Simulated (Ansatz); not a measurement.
# CH3FO (SMILES OCF) at revPBE/aug-cc-pVDZ

Aim: the vertical electron affinity of CH3FO at revPBE/aug-cc-pVDZ, from 2 runs. 

The results are computed with Ansatz 0.2.0.

42 further runs of the same task are left out: 42 set aside as unsound or not needed. Runs told in other sessions of the task aren't counted.

### Step 1. The molecule

The species is CH3FO (6 atoms), meant as a singlet with charge 0. SMILES: `OCF`. The coordinates come from a PBE0-D4/def2-TZVP relaxation. This is one conformer, not always the lowest.

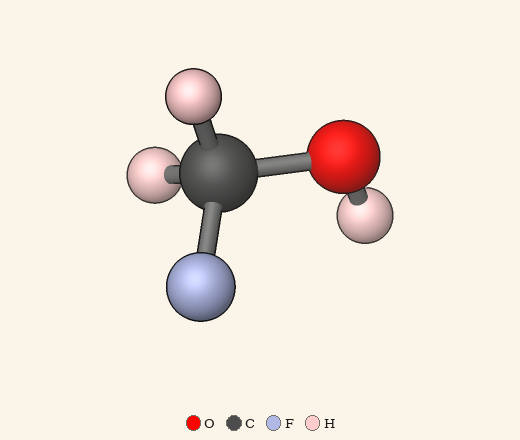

The structure, seen from a chosen angle (oxygen red, carbon dark grey, fluorine light blue, hydrogen pink).

### Step 2. A single-point energy at revPBE/aug-cc-pVDZ

File in.yaml:

```yaml
crystal:
  periodic: [false, false, false]
  atoms:
    - symbol: O
      position_ang: [-0.794000, -0.697200, -0.247400]
    - symbol: C
      position_ang: [0.250200, 0.049000, 0.230800]
    - symbol: F
      position_ang: [-0.094100, 1.383200, 0.323800]
    - symbol: H
      position_ang: [-0.928700, -0.495100, -1.178000]
    - symbol: H
      position_ang: [1.136800, 0.004900, -0.412500]
    - symbol: H
      position_ang: [0.472100, -0.308800, 1.237300]
basis:
  gaussian:
    orbitals: aug-cc-pVDZ
hamiltonian:
  xc: {name: revPBE}
accuracy: high
output: {orbitals: {seedname: orbitals}}
```

Started as:

```sh
ansatz run in.yaml --threads 1 --pin off --max-ram 2610MiB --events-out events.jsonl --progress --plain --runs-dir runs
```

Standard output:

```text
Warning: RAYON_NUM_THREADS=1 ignored (pool sized by the plan → 1); use --threads N
Functional definition: revPBE
  name "revPBE"
  parameter kappa = 1.245
  parameter beta = 0.06672455060314922
  exchange = pbe_x(kappa = kappa, mu = beta*pi^2/3)
  correlation = pbe_c(beta = beta)
1952 factors; integrals over basis functions are off by at most 3.1e-9 eV
mean field evaluation 1: about -5843.3962 eV, gradient 5.2e1 eV
mean field evaluation 2: about -5828.0851 eV, gradient 1.0e2 eV
mean field evaluation 4: about -5848.5854 eV, gradient 6.8e0 eV
mean field evaluation 8: about -5848.6643 eV, gradient 7.2e-1 eV
mean field evaluation 16: about -5848.6652 eV, gradient 7.8e-6 eV
mean field -5848.66515189 eV, -214.9344799644 hartree, gradient 2.5e-8 eV, S^2 0.000000; 0 other end points of the search recorded, 0 dependent functions left out
reference -5848.66515812 eV, -214.9344801931 hartree; 13, 13 occupied and 83, 83 virtual orbitals, 1952 factors
Total energy: -5848.66515812 eV, -214.9344801931 hartree
```

It took 5.1 s on 1 thread of Arm Neoverse V2, shared host; peak memory 0.23 GiB.

### Step 3. The doublet anion

File molecule.yaml:

```yaml
crystal:
  periodic: [false, false, false]
  atoms:
    - {symbol: O, position_ang: [-0.794000, -0.697200, -0.247400]}
    - {symbol: C, position_ang: [0.250200, 0.049000, 0.230800]}
    - {symbol: F, position_ang: [-0.094100, 1.383200, 0.323800]}
    - {symbol: H, position_ang: [-0.928700, -0.495100, -1.178000]}
    - {symbol: H, position_ang: [1.136800, 0.004900, -0.412500]}
    - {symbol: H, position_ang: [0.472100, -0.308800, 1.237300]}
basis:
  gaussian:
    orbitals: aug-cc-pVDZ
output:
  orbitals: {seedname: orbitals}
hamiltonian:
  xc: {name: revPBE}
accuracy: high
total_charge: -1
magnetization:
  spin_polarized: true
  initial_magnetization: 1
```

Started as:

```sh
ansatz run molecule.yaml --threads 1 --pin off --max-ram 2610MiB --events-out events.jsonl --progress --plain --runs-dir runs
```

Standard output, shortened:

```text
Warning: RAYON_NUM_THREADS=1 ignored (pool sized by the plan → 1); use --threads N
[... 6 set-up lines as earlier in the session ...]
1952 factors; integrals over basis functions are off by at most 3.1e-9 eV
mean field evaluation 1: about -5844.9516 eV, gradient 3.0e1 eV
mean field evaluation 2: about -5838.3031 eV, gradient 5.5e1 eV
mean field evaluation 4: about -5848.0744 eV, gradient 5.5e0 eV
mean field evaluation 8: about -5848.1972 eV, gradient 1.9e-1 eV
mean field evaluation 16: about -5848.1975 eV, gradient 1.1e-3 eV
mean field evaluation 32: about -5847.6286 eV, gradient 1.2e0 eV
mean field -5848.19751102 eV, -214.9172944794 hartree, gradient 4.6e-8 eV, S^2 0.750063; 6 other end points of the search recorded, 0 dependent functions left out
reference -5848.19751437 eV, -214.9172946023 hartree; 14, 13 occupied and 82, 83 virtual orbitals, 1952 factors
Total energy: -5848.19751437 eV, -214.9172946023 hartree
```

Run time: 14 s. Hardware: 1 thread of Arm Neoverse V2, shared host; peak memory 0.3 GiB.

### Step 4. Outcome

Level: revPBE/aug-cc-pVDZ.

```
                                         quantity          value
                      singlet CH3FO: total energy  -214.93448 Eh
                       singlet CH3FO: HOMO energy       -7.42 eV
                       singlet CH3FO: LUMO energy       -0.80 eV
                     singlet CH3FO: HOMO–LUMO gap        6.62 eV
                      doublet anion: total energy  -214.91729 Eh
doublet anion: HOMO energy (highest over α and β)        1.75 eV
 doublet anion: LUMO energy (lowest over α and β)        2.06 eV
                              doublet anion: ⟨S²⟩          0.750
vertical electron affinity (to the doublet anion)      -0.468 eV
```

**Reading.** The anion lies 0.47 eV (10.8 kcal/mol) above the neutral: the electron isn't bound at this level, and such a value depends on the basis. The HOMO (doublet anion) lies at positive energy, 1.75 eV, from the functional's self-interaction, a short basis or an electron that isn't bound; only total energies against the neutral tell.
